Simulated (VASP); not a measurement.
Band structure of IrPd (space group R-3m). Computed with LDA (Ceperley-Alder, Perdew-Zunger), VASP's LDA PAW potentials (set 64) (plane waves; VASP).

Unless said otherwise, spin-orbit coupling is left out, though it shifts the bands of the heavy elements here.

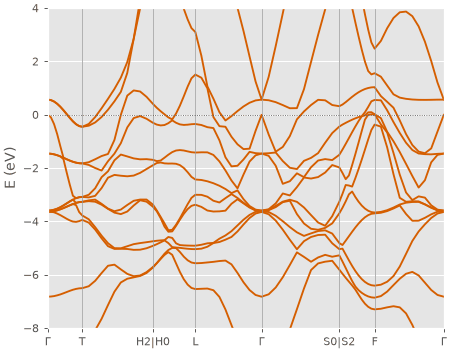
Bands along high-symmetry lines, zero at the valence-band maximum or, without a gap, the Fermi level

**Question.** Read the plot: is there a gap, and where are the band edges?

**Answer.** It has no gap at this level: it comes out as a metal or semimetal. (Edges off the drawn lines would not show.)

The structure comes from a computed database's IrPd entry (R-3m); how it stands against other phases isn't given here. It was relaxed first, which changed the volume by -6 %. The electron count is odd and the run is not spin-polarised, which forces a metal.
